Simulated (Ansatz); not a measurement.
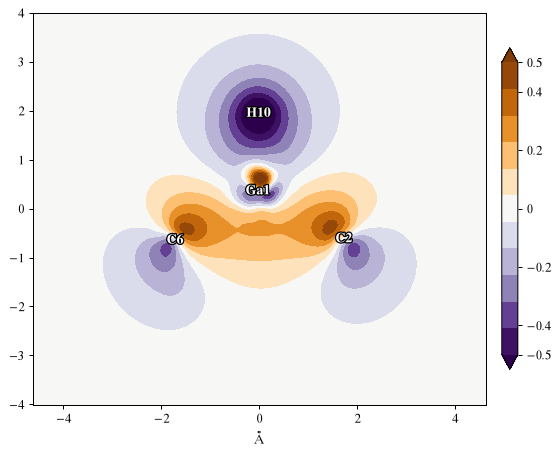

*C2H7Ga. The HOMO−1 on the plane of atoms C2, Ga1 and H10 (values in Å⁻³ᐟ²; the overall sign is arbitrary).*

All numbers below come from RKS B3LYP-D4/def2-mTZVP (Ansatz).

```yaml
atoms:
  - { symbol: Ga, position_ang: [-0.0086, 0.0016, -0.0038] }
  - { symbol: C, position_ang: [-0.0168, -0.0084, 1.9845] }
  - { symbol: H, position_ang: [-0.9723, -0.3279, 2.4005] }
  - { symbol: H, position_ang: [0.7710, -0.6527, 2.3809] }
  - { symbol: H, position_ang: [0.1844, 1.0013, 2.3566] }
  - { symbol: C, position_ang: [1.7130, 0.0114, -0.9985] }
  - { symbol: H, position_ang: [2.0229, -1.0192, -1.2000] }
  - { symbol: H, position_ang: [1.6309, 0.5158, -1.9621] }
  - { symbol: H, position_ang: [2.5131, 0.4803, -0.4232] }
  - { symbol: H, position_ang: [-1.3758, -0.0024, -0.8040] }
```

> Where does this orbital lie, and at what energy?

It lies mainly on H10 (about 35 %), Ga1 (about 30 %), C2 (about 15 %) and C6 (about 15 %). Its energy is −7.66 eV.
